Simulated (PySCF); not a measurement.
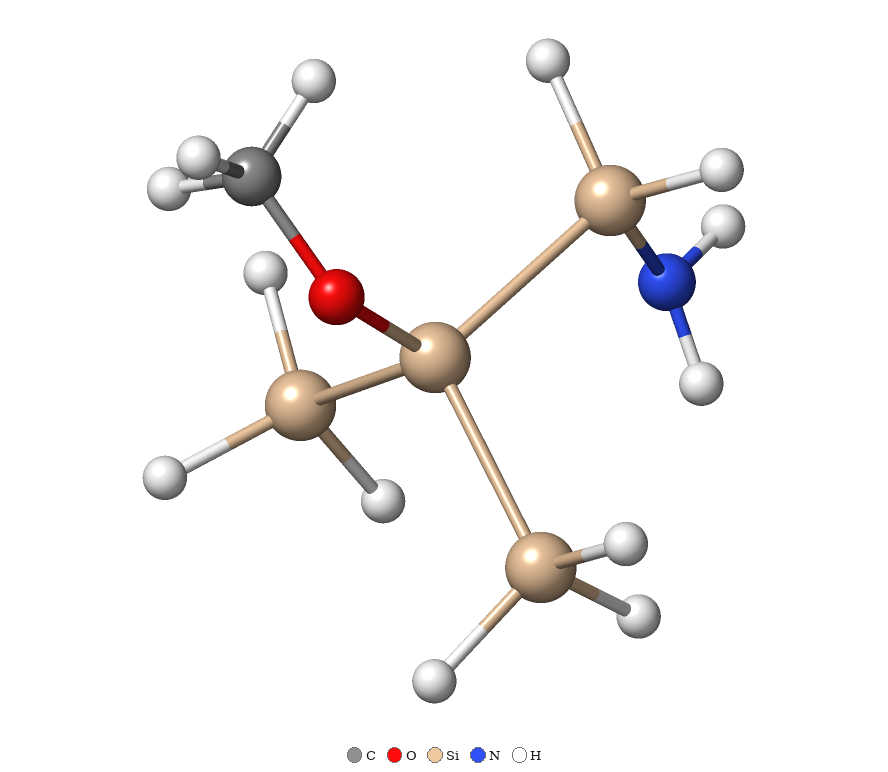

The picture comes from a calculation with PySCF.

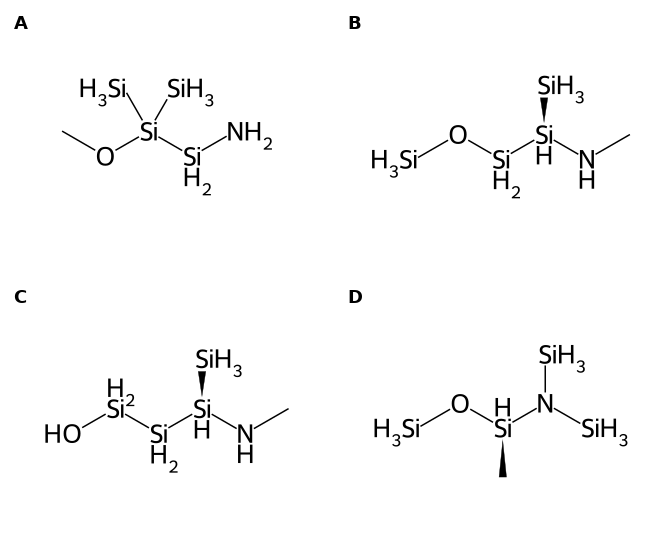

> The first picture shows one of the molecules drawn in the second. Which?

A, `CO[Si]([SiH3])([SiH3])[SiH2]N`.
